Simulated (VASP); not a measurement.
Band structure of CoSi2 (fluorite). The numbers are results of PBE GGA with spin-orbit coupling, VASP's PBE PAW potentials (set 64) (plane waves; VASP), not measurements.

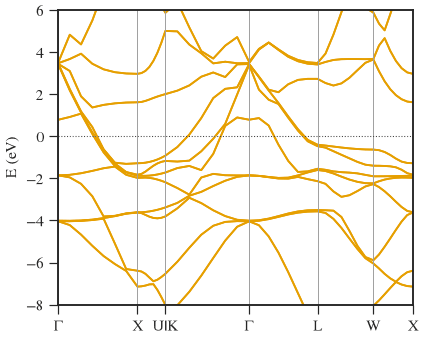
Bands along high-symmetry lines, zero at the valence-band maximum or, without a gap, the Fermi level

### Question
Read the plot: is there a gap, and where are the band edges?

### Answer
It has no gap at this level: it comes out as a metal or semimetal.

The compound is CoSi2 in the fluorite structure. It was relaxed first.
